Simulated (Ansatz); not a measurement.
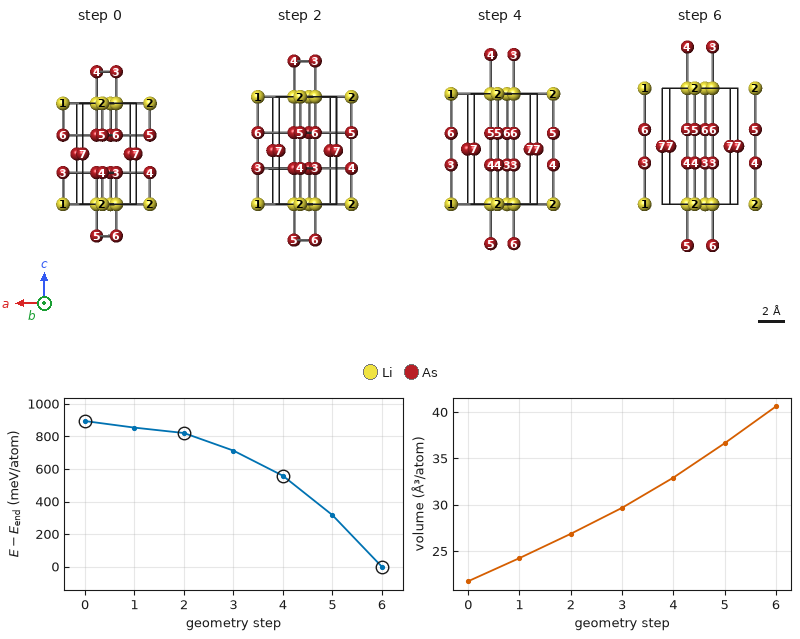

Frames of a relaxation of a crystal of Li2As5 (a generated structure, set up in P6/mmm), marked on the history of the run. A ball-and-stick model of the cell of the calculation, seen from a free direction.

These are results of Ansatz 0.2.0, DFT PBE, scalar-relativistic, plane waves, PAW; settings changed, not measurements.

The input:
```yaml
crystal:
  lattice:
    - [4.6741224358, 0.0, 0.0]
    - [-2.3370612179, 4.0479087698, 0.0]
    - [0.0, 0.0, 8.0510728674]
  atoms:
    - { symbol: Li, position: [0.3333333333, 0.6666666667, 0.0] }
    - { symbol: Li, position: [0.6666666667, 0.3333333333, 0.0] }
    - { symbol: As, position: [0.3333333333, 0.6666666667, 0.3145101743] }
    - { symbol: As, position: [0.6666666667, 0.3333333333, 0.3145101743] }
    - { symbol: As, position: [0.6666666667, 0.3333333333, 0.6854898257] }
    - { symbol: As, position: [0.3333333333, 0.6666666667, 0.6854898257] }
    - { symbol: As, position: [0.0, 0.0, 0.5] }
basis:
  ecutwfc: 420
  ecutrho_ratio: 1
kpoints:
  mp_grid: { grid: [12, 12, 6] }
hamiltonian:
  xc: pbe
scf:
  occupations: { method: gaussian, width: 0.1 }
  max_iter: 100
output:
  forces: true
  eigenvalues: true
  stress: true
relax:
  adjacent_minimum: "off"
  f_tol: 0.01
  max_steps: 80
  cell: { stress_tol: 0.05 }
```

Launched with:
```bash
ansatz run input.yaml --threads 1 --pin off --max-ram 2048MiB --backend cpu --events-out ev --progress --plain --runs-dir out
```

**Describe the path.**

The run was cut off at its time limit before the relaxation converged, so the last structure is only a point on the way. The input was poor on purpose: a density cutoff under the waves'. The largest moves relative to the cell, 0.38 Å, are those of As3, As4, As5 and As6. As5 goes along −c. Li stays in place. Cell: a = b 4.674 → 5.953 Å (+27.4 %), c 8.051 → 9.262 Å (+15.0 %). Volume +86.6 %. Some distances before and after: Li1–As3 2.532 → 3.297 Å, As3–As4 2.699 → 3.437 Å, Li1–Li2 2.699 → 3.437 Å, As3–As7 3.084 → 3.687 Å. The space group stays P6/mmm (No. 191). The energy falls by 894 meV per atom in 6 geometry steps. The largest force component goes from 0.0068 to 0.042 eV/Å. The pressure goes from 4.07 to 13.03 GPa. From step 0 to 2: As atoms move most (0.16 Å), volume +23.5 %, energy −73.5 meV per atom. From step 2 to 4: As atoms move most (0.21 Å), volume +22.5 %, energy −262 meV per atom. From step 4 to 6: volume +23.3 %, energy −558 meV per atom.

| step | E − E(0), meV/atom | largest force component, eV/Å | pressure, GPa | volume, Å³/atom |
| --- | --- | --- | --- | --- |
| 0 | 0.00 | 0.0068 | 4.07 | 21.761 |
| 1 | -40.35 | 0.1214 | 1.54 | 24.256 |
| 2 | -73.49 | 0.2595 | 2.23 | 26.875 |
| 3 | -181.50 | 0.0607 | 5.64 | 29.677 |
| 4 | -335.97 | 0.4088 | 8.63 | 32.931 |
| 5 | -577.23 | 0.0226 | 10.99 | 36.639 |
| 6 | -894.29 | 0.0417 | 13.03 | 40.606 |

Limits of the set-up: the cutoff lies below the recommended one.
